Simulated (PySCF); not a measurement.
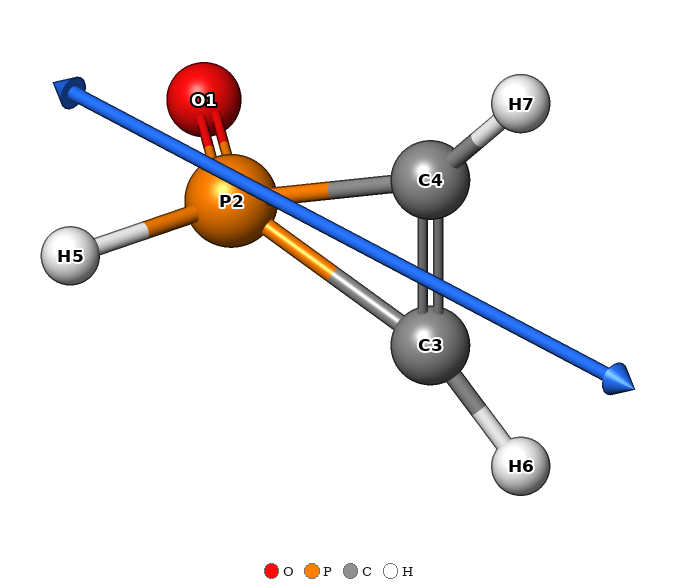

The double arrow shows the direction of the transition dipole to excited singlet state 5 (its length means nothing). The geometry was computed by an optimisation with GFN2-xTB. No frequency run is at hand to confirm it as a minimum. Method: TDDFT CAM-B3LYP/def2-SVPD, vertical, gas phase, core orbitals frozen in the response (PySCF 2.14.0).

Question: How is the transition polarised?

Answer: Close to the long direction O1···C4.

Question: Where does the transition lie, and how strong is it?

Answer: 7.30 eV (170 nm), oscillator strength 0.079, mainly HOMO → LUMO+2 (weight 0.76); transition dipole 1.69 D.

The geometry is semi-empirical. Around P such bond lengths and angles can be off by a tenth of an ångström or more and by several degrees, and values that hang on the shape move with them.
